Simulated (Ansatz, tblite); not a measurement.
**SiH2MeEt (C₃H₁₀Si): which spin state is lowest**

Aim: set other spin states of SiH2MeEt (C₃H₁₀Si) against its singlet, on many levels of theory.

Computed with Ansatz 0.2.0, Gaussian basis. Level: as each input shows.

Levels to be run: triplet, at the geometry of the singlet (GFN1-xTB, GFN2-xTB, PBE0-D4/def2-TZVP, PBE-D4/def2-TZVP, r2SCAN-D4/def2-TZVP); the singlet's energies come from earlier runs.

### Step 1. The relaxed structure

The singlet was relaxed beforehand with PBE-D4/def2-SVP.

14 atoms, charge 0, spin multiplicity 1.

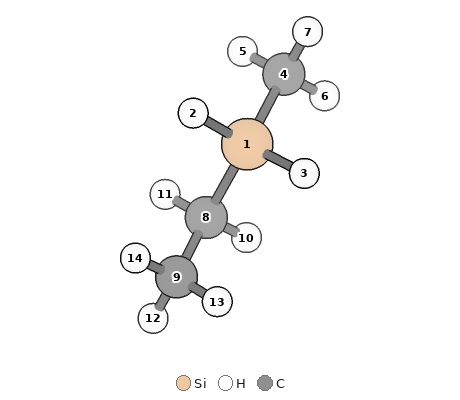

The geometry (silicon light orange, hydrogen white, carbon grey); atoms are numbered from 1 in the order of the file.

### Step 2. Triplet at the fixed geometry, GFN1-xTB

Tight binding, by tblite at 300 K electronic temperature and without a spin-polarisation term:

```python
tblite.interface.Calculator('GFN1-xTB', numbers, positions, charge=0, uhf=2).singlepoint()
```

Energy -362.7204 eV; 0.009 s.

### Step 3. Triplet at the fixed geometry, GFN2-xTB

Tight binding, by tblite at 300 K electronic temperature and without a spin-polarisation term:

```python
tblite.interface.Calculator('GFN2-xTB', numbers, positions, charge=0, uhf=2).singlepoint()
```

Energy -353.5598 eV; 0.01 s.

### Step 4. Triplet at the fixed geometry, PBE0-D4/def2-TZVP

The input, in.yaml:

```yaml
crystal:
  periodic: [false, false, false]
  atoms:
    - {symbol: Si, position_ang: [0.457115, 0.721239, 0.339432]}
    - {symbol: H, position_ang: [0.515376, 0.700435, 1.848549]}
    - {symbol: H, position_ang: [1.881492, 0.756606, -0.161760]}
    - {symbol: C, position_ang: [-0.465264, 2.266411, -0.245121]}
    - {symbol: H, position_ang: [-1.509593, 2.269879, 0.128720]}
    - {symbol: H, position_ang: [-0.498308, 2.311936, -1.352946]}
    - {symbol: H, position_ang: [0.030029, 3.189175, 0.119011]}
    - {symbol: C, position_ang: [-0.384356, -0.866598, -0.277025]}
    - {symbol: C, position_ang: [0.323065, -2.163253, 0.138940]}
    - {symbol: H, position_ang: [-0.458724, -0.800590, -1.385405]}
    - {symbol: H, position_ang: [-1.433649, -0.857644, 0.093550]}
    - {symbol: H, position_ang: [-0.204268, -3.063529, -0.239974]}
    - {symbol: H, position_ang: [1.362232, -2.204250, -0.248956]}
    - {symbol: H, position_ang: [0.384823, -2.259809, 1.242996]}
basis:
  gaussian: {orbitals: def2-TZVP}
magnetization: {spin_polarized: true, initial_magnetization: 2}
hamiltonian: {xc: pbe0, dispersion: d4}
scf: {omitted_lower_state_checks: [starts]}
output: {orbitals: {seedname: orbitals}}
```

On the command line:

```console
$ ansatz run in.yaml --threads 4 --pin off --events-out ev --progress --plain --max-ram 3916MiB
```

Output:

```text
Functional definition: PBE0
  name "PBE0"
  cite "Adamo & Barone, J. Chem. Phys. 110, 6158 (1999) doi:10.1063/1.478522"
  cite "Perdew, Burke & Ernzerhof, Phys. Rev. Lett. 77, 3865 (1996) doi:10.1103/PhysRevLett.77.3865"
  parent pbe
  parameter a = 0.25
  parameter kappa = 0.804
  parameter beta = 0.06672455060314922
  exchange = (1 - a)*pbe_x(kappa = kappa, mu = beta*pi^2/3) + a*exact_x
  correlation = pbe_c(beta = beta)
these checks for a lower state are left out or cut short: starts
1248 factors; their error is unknown
mean field evaluation 1: about -11122.9177 eV, gradient 5.5e1 eV
mean field evaluation 2: about -11095.6877 eV, gradient 8.3e1 eV
mean field evaluation 4: about -11136.2319 eV, gradient 1.7e1 eV
mean field evaluation 8: about -11138.5581 eV, gradient 7.6e-1 eV
mean field evaluation 16: about -11138.6964 eV, gradient 3.9e-1 eV
mean field -11138.75216749 eV, -409.3415920379 hartree, gradient 1.4e-5 eV, S^2 2.004575; 0 other end points of the search recorded, 0 dependent functions left out
reference -11138.75220969 eV, -409.3415935885 hartree; 22, 20 occupied and 168, 170 virtual orbitals, 1248 factors
Total energy: -11138.96144046 eV, -409.3492826775 hartree
Checks for a lower state left out: starts
```

It took 6 s on 4 threads of AMD EPYC 7B13, shared host.

HOMO -1.22 eV, LUMO -6.88 eV (over both spins; with the spin held, an empty level of the minority spin lies below the top filled one); ⟨S²⟩ 2.005 (pure: 2.00).

### Step 5. Triplet at the fixed geometry, PBE-D4/def2-TZVP

start.molden holds the orbitals of an earlier run on this state, given as this run's starting guess.

Changes to in.yaml since step 4:

```diff
@@ -18,5 +18,5 @@
 basis:
-  gaussian: {orbitals: def2-TZVP}
+  gaussian: {orbitals: def2-TZVP, initial_orbitals: start.molden}
 magnetization: {spin_polarized: true, initial_magnetization: 2}
-hamiltonian: {xc: pbe0, dispersion: d4}
+hamiltonian: {xc: pbe, dispersion: d4}
 scf: {omitted_lower_state_checks: [starts]}
```

Same command.

Output:

```text
Functional definition: PBE
  name "PBE"
  cite "Perdew, Burke & Ernzerhof, Phys. Rev. Lett. 77, 3865 (1996) doi:10.1103/PhysRevLett.77.3865"
  parent pbe
  parameter kappa = 0.804
  parameter beta = 0.06672455060314922
  exchange = pbe_x(kappa = kappa, mu = beta*pi^2/3)
  correlation = pbe_c(beta = beta)
these checks for a lower state are left out or cut short: starts
1232 factors; their error is unknown
mean field evaluation 1: about -11137.5343 eV, gradient 6.5e0 eV
mean field evaluation 2: about -11137.6516 eV, gradient 1.7e-1 eV
mean field evaluation 4: about -11137.6186 eV, gradient 2.3e-2 eV
mean field evaluation 8: about -11137.6186 eV, gradient 1.8e-5 eV
mean field evaluation 16: about -11137.6186 eV, gradient 3.1e-6 eV
mean field -11137.61858486 eV, -409.2999336447 hartree, gradient 3.1e-6 eV, S^2 2.002885; 0 other end points of the search recorded, 0 dependent functions left out
reference -11137.61864242 eV, -409.2999357597 hartree; 22, 20 occupied and 168, 170 virtual orbitals, 1232 factors
Total energy: -11137.86696166 eV, -409.3090613238 hartree
Checks for a lower state left out: starts
```

Wall time 3 s (4 threads of AMD EPYC 7B13, shared host).

Report: HOMO -0.77 eV, LUMO -7.71 eV (over both spins; with the spin held, an empty level of the minority spin lies below the top filled one); ⟨S²⟩ 2.003 (pure: 2.00).

### Step 6. Triplet at the fixed geometry, r2SCAN-D4/def2-TZVP

Changes to in.yaml since step 5:

```diff
@@ -20,3 +20,3 @@
 magnetization: {spin_polarized: true, initial_magnetization: 2}
-hamiltonian: {xc: pbe, dispersion: d4}
+hamiltonian: {xc: r2scan, dispersion: d4}
 scf: {omitted_lower_state_checks: [starts]}
```

Launched as before.

Output:

```text
Functional definition: r2SCAN
  name "r2SCAN"
  cite "Furness, Kaplan, Ning, Perdew & Sun, J. Phys. Chem. Lett. 11, 8208 (2020) doi:10.1021/acs.jpclett.0c02405"
  cite "Furness, Kaplan, Ning, Perdew & Sun, J. Phys. Chem. Lett. 11, 9248 (2020) doi:10.1021/acs.jpclett.0c03077"
  parent r2scan
  parameter k0 = 0.174
  parameter k1 = 0.065
  parameter a1 = 4.9479
  exchange = r2scan_x(k0 = k0, k1 = k1, a1 = a1)
  correlation = r2scan_c
these checks for a lower state are left out or cut short: starts
1232 factors; their error is unknown
mean field evaluation 1: about -11143.4937 eV, gradient 4.1e0 eV
mean field evaluation 2: about -11143.5416 eV, gradient 8.1e-2 eV
mean field evaluation 4: about -11143.5098 eV, gradient 5.8e-3 eV
mean field evaluation 8: about -11143.5098 eV, gradient 1.8e-5 eV
mean field -11143.50975208 eV, -409.5164300467 hartree, gradient 7.3e-6 eV, S^2 2.007076; 0 other end points of the search recorded, 0 dependent functions left out
reference -11143.50977072 eV, -409.5164307319 hartree; 22, 20 occupied and 168, 170 virtual orbitals, 1232 factors
Total energy: -11143.57336460 eV, -409.5187677639 hartree
Checks for a lower state left out: starts
```

It took 9.5 s on 4 threads of AMD EPYC 7B13, shared host.

HOMO -0.81 eV, LUMO -7.52 eV (over both spins; with the spin held, an empty level of the minority spin lies below the top filled one); ⟨S²⟩ 2.007 (pure: 2.00).

### Step 7. Triplet less singlet, vertical

The singlet's energies are those of its earlier runs, whose logs aren't repeated here.

| level | triplet less singlet, vertical (kcal/mol) | time |
| --- | --- | --- |
| GFN1-xTB | +161.6 | 0.016 s |
| GFN2-xTB | +150.6 | 0.014 s |
| PBE-D4/def2-TZVP | +162.5 | 4.2 s |
| r2SCAN-D4/def2-TZVP | +168.7 | 12 s |
| PBE0-D4/def2-TZVP | +172.4 | 7.8 s |

Times add the two runs; a level without a time comes out of a correlated run. Tight binding without a spin term can't rank spin states.

### Step 8. Summary of results

| quantity | value |
| --- | --- |
| triplet less singlet, vertical, functionals in def2-TZVP | +162.5 (PBE-D4) to +172.4 kcal/mol (PBE0-D4) |

What this shows: All functionals put the triplet above the singlet, over a spread of 9.9 kcal/mol. The checks for a lower triplet were left out, so another state of that spin may lie lower. These are electronic energies, without zero-point motion, entropy or surroundings.
